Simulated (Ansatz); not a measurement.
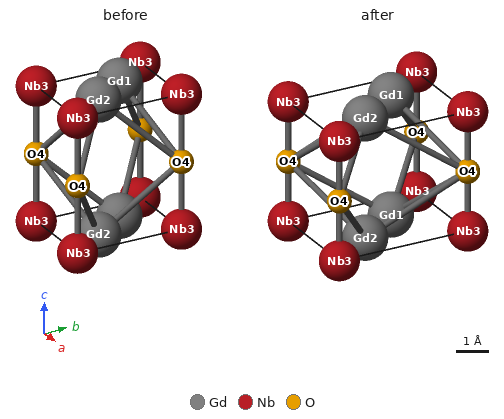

The structure of solid Gd2NbO (a generated structure, set up in P6/mmm) (coarse preliminary run) before (left) and after (right) a relaxation, at one scale.

The picture is a ball-and-stick view of the cell of the calculation, seen slightly off an axis.

The calculation used DFT PBE, scalar-relativistic, plane waves, PAW (Ansatz 0.2.0). (plane-wave cutoff 420 eV; k-point mesh 6 × 6 × 4; occupations gaussian; smearing width 0.1 eV; collinear spin; cell and atoms relaxed; force threshold 0.04 eV/Å; at most 70 steps)

Describe what moved and what it gained.

Answer. Over 8 accepted moves (10 points after the start) the energy falls by 798 meV per atom. All forces vanish by symmetry, so only the cell relaxes. Pressure: 14.93 GPa at the start and 0.04 GPa at the end. At 2 points the geometry stayed and the basis and grid were re-selected for the new cell (energy shift of 63.1 meV per atom at most each time). The atoms keep their places relative to the cell (all moves are under 0.005 Å). Cell: a = b 4.702 → 5.812 Å (+23.6 %), c 4.349 → 3.846 Å (−11.6 %). Volume +35.1 %. Near-neighbour distances that change, for instance: Gd1–Nb3 2.715 → 3.356 Å, Gd1–Gd2 2.715 → 3.356 Å, Gd1–O4 3.478 → 3.868 Å, Nb3–O4 2.174 → 1.923 Å. The space group stays P6/mmm (No. 191).

Limits of the set-up: layers or molecules are held without a dispersion correction, so their spacing is unreliable.
